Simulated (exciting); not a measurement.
Consider In2O3, space group R-3c.

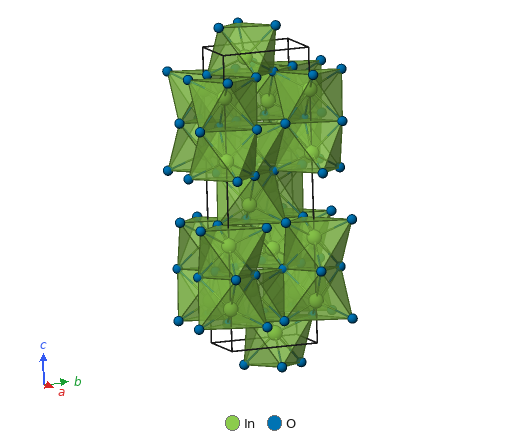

The structure (indium green, oxygen blue). Some periodic images of atoms are drawn too.

```xyz
10
Lattice="2.7435 1.5840 4.8367 -2.7435 1.5840 4.8367 0.0000 -3.1679 4.8367" Properties=species:S:1:pos:R:3 pbc="T T T"
In    0.0000    0.0000   12.4396
In    0.0000    0.0000    9.3254
In    0.0000    0.0000    2.0704
In    0.0000    0.0000    5.1846
O    -1.9259   -0.1679    6.0458
O     0.8176    1.7519    6.0458
O     1.1084   -1.5840    6.0458
O     1.9259    0.1679    8.4642
O    -0.8176   -1.7519    8.4642
O    -1.1084    1.5840    8.4642
```

Absorber: atom 1, with 3 O at 2.12 Å and 3 O at 2.26 Å (distorted octahedral, site symmetry 3). Method: exciting, all-electron LAPW+lo, LDA, exchange and screened direct term (singlet BSE), 2×2×2 shifted k points, 42 conduction bands, |G+q| up to 3 bohr⁻¹ (2 in the exchange term), full RPA screening with nempty = 76, Lorentzian half width 1.32 eV.

Predict the In L₃ near-edge structure at this level.

Bound core exciton? Undecided on this mesh: the first bright state (over 5 % of the brightest) lies at 0.40 eV from the Kohn–Sham onset and at -0.87 eV from the lowest bare transition of its own mesh. Maxima (height): 11.7 eV (1.00) and 19.4 eV (0.96).

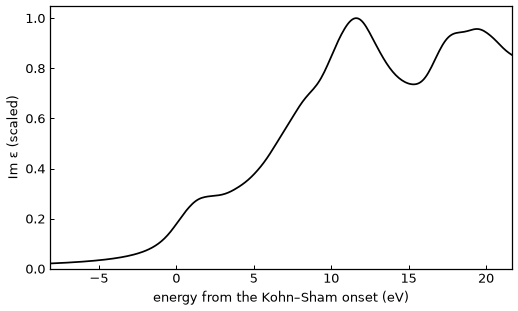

Energy from the Kohn–Sham onset, core level to the lowest empty state found on the meshes used; Im ε in relative units.

Binding energies aren't converged on 8 k points, and fine structure above the first lines is partly noise of the mesh. Exchange and the short-range direct term aren't converged in the kernel cutoff. The zero comes from the unshifted 3×3×3 ground-state mesh; it is exact only where the band minimum lies on that mesh. The conduction states carry no spin here, so the exchange coupling to the spinor core hole is only partly held. This core level is treated alone, with no coupling to its spin–orbit partner. The Kohn–Sham onset, 3654 eV, is no photon energy (tabulated edge of the element: 3730 eV): the scale needs a rigid shift. No quasiparticle correction widens the gap or stretches the bands. Vibrations and energy-dependent lifetimes are left out. The structure is a published determination, not relaxed.

[Banner, clock and machine lines of the logs are left out without a mark of their own.]

[Logs are printed without paths, hosts, clocks, repeated set-up lines and the standing remarks that a program may print on its own settings, such as how far it seeks lower states.]

[Hosts, paths, dates, database ids (printed as entryN), source tags and the programs' standing remarks are cut or masked in the printed files.]
